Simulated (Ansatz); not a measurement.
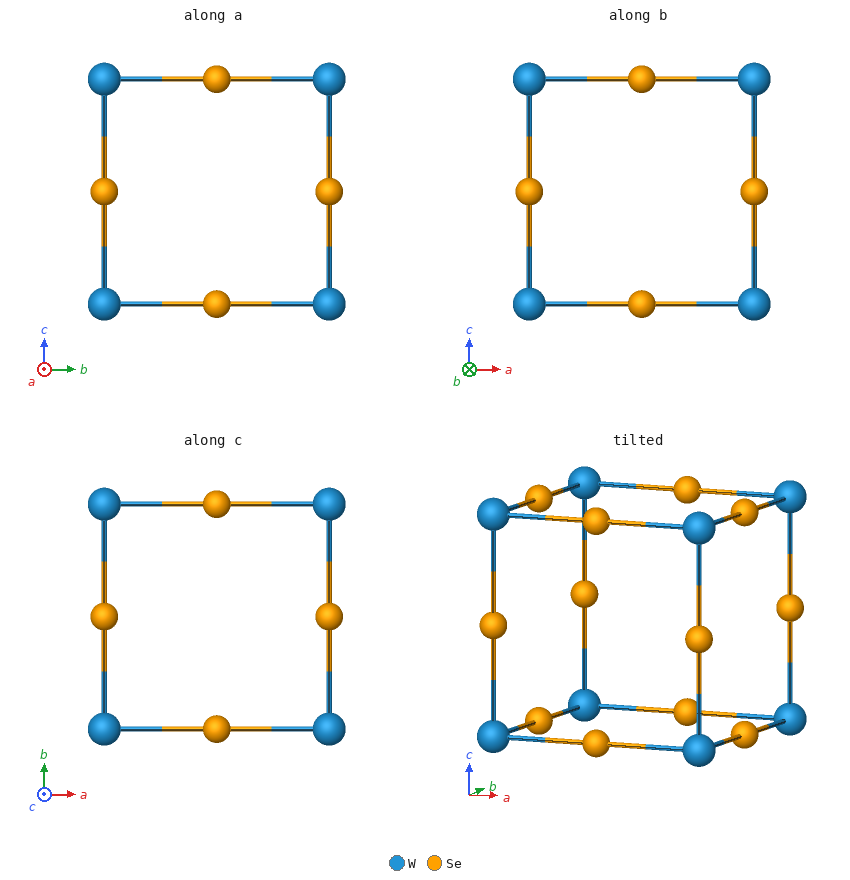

Drawn in the ball-and-stick manner and seen along the a axis, along the b axis, along the c axis and slightly off an axis. The parallelepiped is the conventional unit cell.

Lattice parameters: a = 4.8586 Å, b = 4.8586 Å, c = 4.8586 Å, α = 90.000°, β = 90.000°, γ = 90.000°.

### Put the structure into a CIF with its space group and independent sites.

```cif
data_structure
_symmetry_space_group_name_H-M 'P m -3 m'
_symmetry_Int_Tables_number 221
_cell_length_a 4.8586
_cell_length_b 4.8586
_cell_length_c 4.8586
_cell_angle_alpha 90.000
_cell_angle_beta 90.000
_cell_angle_gamma 90.000
_cell_volume 114.69
loop_
_atom_site_label
_atom_site_type_symbol
_atom_site_symmetry_multiplicity
_atom_site_Wyckoff_symbol
_atom_site_fract_x
_atom_site_fract_y
_atom_site_fract_z
_atom_site_occupancy
W1 W 1 a 0.0000 0.0000 0.0000 1
Se1 Se 3 d 0.0000 0.0000 0.5000 1
```

The model was built from a structure type filled with these elements by a generator (whether the compound takes this form wasn't checked). Earlier steps of the study may have refined or changed the cell and positions. A calculation with Ansatz used it as input.
